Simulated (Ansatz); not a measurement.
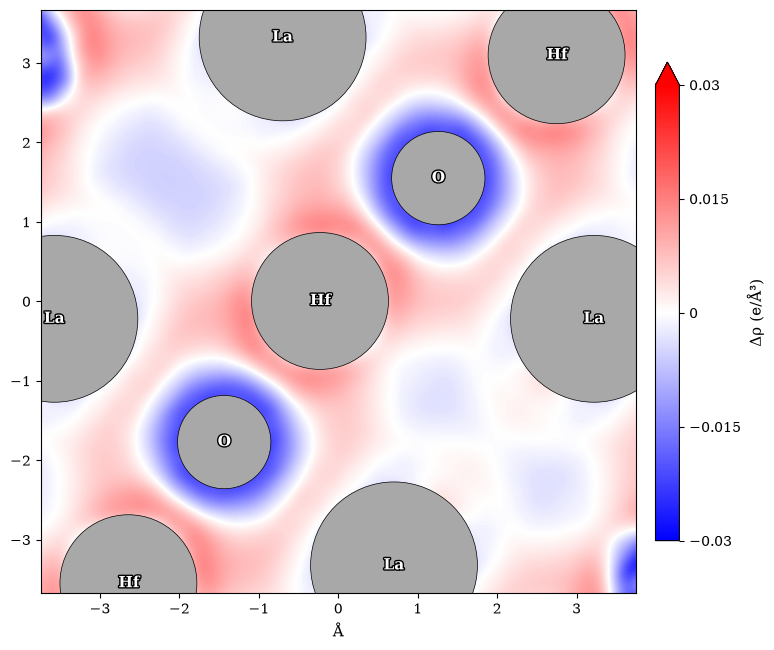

LaHfO. Difference of the valence pseudo-densities of two functionals at the same geometry, on the (111) plane of the calculation cell: PBE less r2SCAN.

Space group Cmmm; a generated structure, not necessarily the stable one.

Both computed with Ansatz (plane waves, PAW), on the same k-point mesh. Grey discs cover the atomic cores.

```
La Hf O
1.0
     3.77000   -4.27815    0.00000
     3.77000    4.27815    0.00000
     0.00000    0.00000    3.68949
La Hf O
2 2 2
Direct
  0.76651 0.23349 0.50000
  0.23349 0.76651 0.50000
  0.28384 0.28384 0.00000
  0.71616 0.71616 0.00000
  0.50000 0.00000 0.00000
  0.00000 0.50000 0.00000
```

Q: Where does the change of functional move the electrons?

A: Against r2SCAN, PBE gives more density around Hf (+0.005 e/Å³ on average at 1.2 Å from the nucleus), less density around O (−0.016 e/Å³ on average at 0.7 Å from the nucleus), less density in the space between the atoms (−0.003 e/Å³ on average) and a change of +0.008 e/Å³ at the midpoint of Hf–O and +0.004 e/Å³ at the midpoint of La–O.
